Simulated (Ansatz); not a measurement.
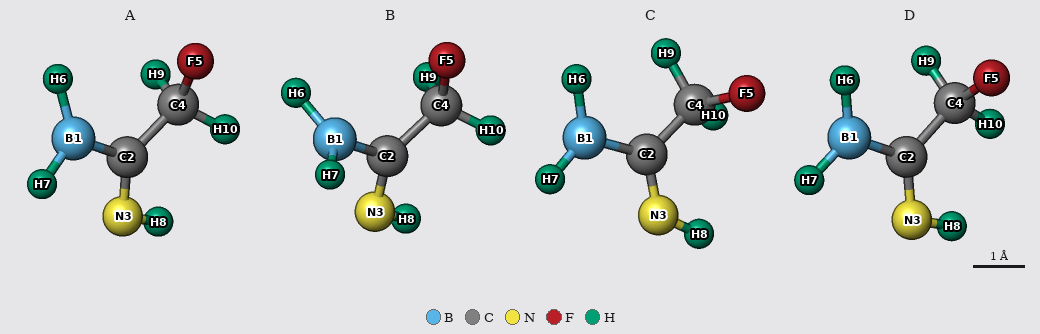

4 geometries from one relaxation of C2H5BFN (coarse preliminary run), in shuffled order. A ball-and-stick model, seen at a tilt.

The start comes from a force field.

Level of theory: Ansatz 0.2.0, RKS PBE-D4/def2-SVP. (force threshold 0.03 eV/Å; at most 200 steps)

Q: Order the frames from highest to lowest energy.

A: C, D, A, B. They are steps 0, 10, 15, 25, at +16.8 kcal/mol, +2.94 kcal/mol, +1.78 kcal/mol relative to the last. The atom that moves furthest after the best rigid fit is H10 (1.22 Å). By element the largest moves are H 1.22 Å, F 1.07 Å, N 0.63 Å, B 0.28 Å, C 0.18 Å. Near-neighbour distances that change, for instance: C4–H9 1.175 → 1.115 Å, C4–H10 1.059 → 1.114 Å, C2–C4 1.467 → 1.510 Å, B1–H7 1.169 → 1.213 Å. Bond angles that change, for instance: C2–N3–H8 125.8° → 112.2°, N3–C2–C4 117.4° → 127.4°, B1–C2–C4 124.7° → 119.2°. Groups turn about C2–C4 by about 80°, B1–C2 by about 65°. After 23 accepted moves (25 points after the start) the energy has fallen by 16.8 kcal/mol. Largest force component: 4.7 eV/Å at the start, 0.023 eV/Å at the end. The line search rejected the trial steps at points 8, 21 of the run.
